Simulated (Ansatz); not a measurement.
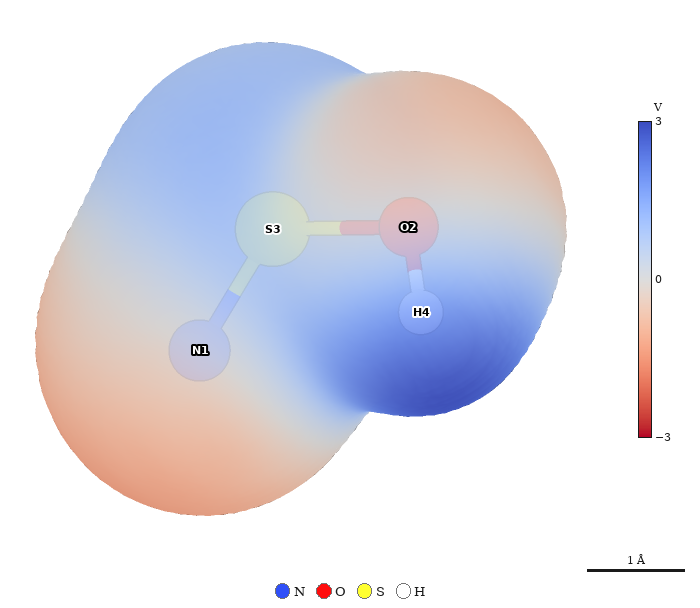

HNOS (SMILES N#SO). The molecular electrostatic potential painted on the density surface at 0.002 e/bohr³, seen at a tilt; the colour scale runs from red (negative) to blue (positive).

Geometry: B3LYP/6-31G*.

Theory: Ansatz, isolated molecule in a Gaussian basis; Kohn-Sham density functional theory, functional PBE0.

Input

```
crystal:
  periodic: [false, false, false]
  atoms:
    - {symbol: N, position_ang: [-1.047390, -0.034086, -1.506051]}
    - {symbol: O, position_ang: [-0.333928, -0.339674, 1.098802]}
    - {symbol: S, position_ang: [-1.410122, -0.597524, -0.197363]}
    - {symbol: H, position_ang: [0.431390, 0.182324, 0.780021]}
basis:
  gaussian: {orbitals: def2-TZVPD}
magnetization: {spin_polarized: false}
hamiltonian: {xc: {name: PBE0}}
output: {forces: true, orbitals: {seedname: orbitals}}
```

Run with:

```sh
ansatz run input.yaml --threads 1 --pin off --max-ram 2610MiB --events-out events.jsonl --progress --plain --runs-dir runs
```

**Describe the electrostatic potential map.**

The most negative region (about −1.3 V) lies over N1, the most positive (about +2.9 V) over H4. N1 is the likeliest acceptor of a hydrogen bond.
